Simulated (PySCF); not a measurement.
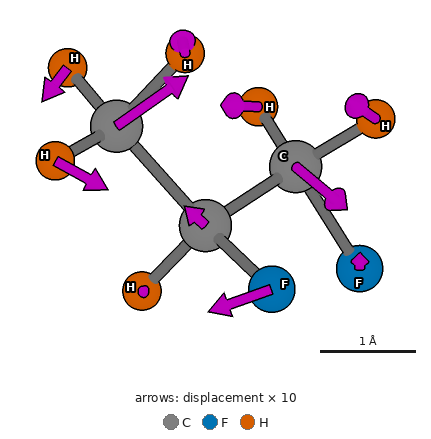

This is a relaxation of C3H6F2. The starting structure is drawn; purple arrows show the displacements, 10 times their true length. The two geometries are superimposed by the best rigid fit.

A ball-and-stick model, seen from a free direction.

The start comes from MMFF94s. Its atoms were then displaced at random by about 0.03 Å.

Level of theory: PySCF, PBE0-D3(BJ)/def2-SVP geometry optimisation, gas phase. 

### What happened in the run?

Over 8 geometry steps the energy falls by 13.9 kcal/mol. The largest moves after the best rigid fit, 0.097 Å, are those of C atoms. By element the largest moves are C 0.097 Å, H 0.075 Å, F 0.073 Å. Among the contacts that change: C–F 1.467 → 1.367 Å, C–H 1.179 → 1.101 Å, C–C 1.438 → 1.508 Å, C–H 1.038 → 1.099 Å. Bond angles that change, for instance: C–C–H 118.0° → 109.4°, C–C–H 118.2° → 109.7°, F–C–H 100.8° → 109.1°.
